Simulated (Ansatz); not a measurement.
Reaction (SMILES): ClCl (Cl2) → Cl2- (doublet, bonded as ClCl) (an electron is taken up)
B3LYP-D3(BJ)/def2-TZVP geometries, fixed; electronic energies without zero-point terms; positive where energy is released.

Basis-set convergence of the adiabatic electron affinity at B3LYP with Ansatz (a program for electronic structure). Cartesian d functions, on some or all atoms, in 6-31G**, 6-31+G*, 6-311G**, 6-311+G**; all else is spherical. The program fits the integrals of some runs and decomposes those of others, by size. Open shells are unrestricted. No added dispersion term, no relativity. Functions are those of the species that has most. Reference: the value in aug-cc-pV(5+d)Z, 2.768 eV, itself unsure by roughly 0.005 eV (its mean distance from aug-pcseg-3, aug-cc-pV(Q+d)Z, def2-QZVPPD). Deviations are taken from unrounded values.

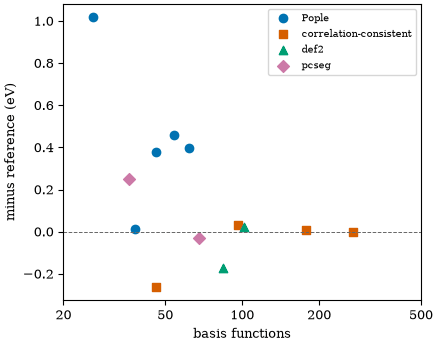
Figure: Deviation from the reference against the number of basis functions, by family of sets.

```
basis            functions  adiabatic electron affinity (eV)  minus reference (eV)
---------------  ---------  --------------------------------  --------------------
3-21G                   26                             3.785                 1.017
pcseg-1                 36                             3.016                 0.248
6-31G**                 38                             2.782                 0.014
6-31+G*                 46                             3.144                 0.376
cc-pV(D+d)Z             46                             2.507                -0.261
6-311G**                54                             3.226                 0.458
6-311+G**               62                             3.167                 0.399
pcseg-2                 68                             2.739                -0.029
def2-TZVPP              84                             2.593                -0.175
jun-cc-pV(T+d)Z         96                             2.799                 0.031
def2-TZVPPD            102                             2.792                 0.024
aug-cc-pV(Q+d)Z        178                             2.776                 0.008
aug-cc-pV(5+d)Z        272                             2.768                 0.000
```
